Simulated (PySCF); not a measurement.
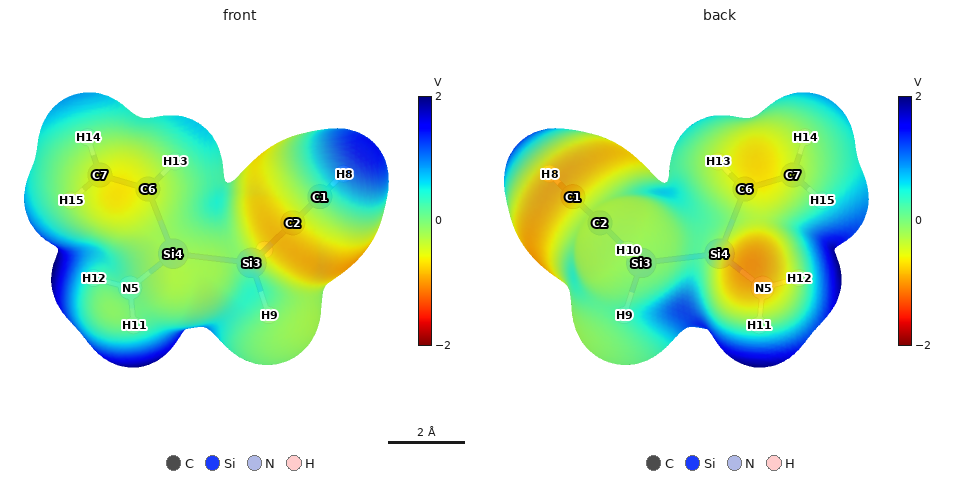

C4H8NSi2 (SMILES C#C[SiH2][Si](N)C=C) (doublet). The molecular electrostatic potential painted on the density surface at 0.002 e/bohr³, seen from the front and from behind; the colour scale runs from red (negative) to blue (positive).

Geometry: GFN2-xTB.

Theory: UKS B3LYP, pcH-1 on C H N Si, non-relativistic, mean-field spin-orbit, GIAO in PySCF 2.14.0, density-fitted response routines.

```xyz
15

C     3.6366    0.6010    0.2071
C     2.7513   -0.1195   -0.1692
Si    1.3957   -1.2270   -0.7683
Si   -0.4603   -0.5492    0.3930
N    -1.8307   -1.4757   -0.1306
C    -0.9283    1.2568    0.3693
C    -2.1610    1.7620    0.4090
H     4.4104    1.2329    0.5390
H     1.7528   -2.5980   -0.3553
H     1.5163   -1.2034   -2.2387
H    -1.8417   -2.4748   -0.0136
H    -2.7609   -1.1042   -0.0327
H    -0.0956    1.9491    0.4214
H    -2.3516    2.8231    0.4557
H    -3.0374    1.1349    0.3750
```

Where is the surface potential most negative and most positive?

The most negative region (about −1.0 V) lies over N5, the most positive (about +1.9 V) over H11 and H12. N5 is the likeliest acceptor of a hydrogen bond.
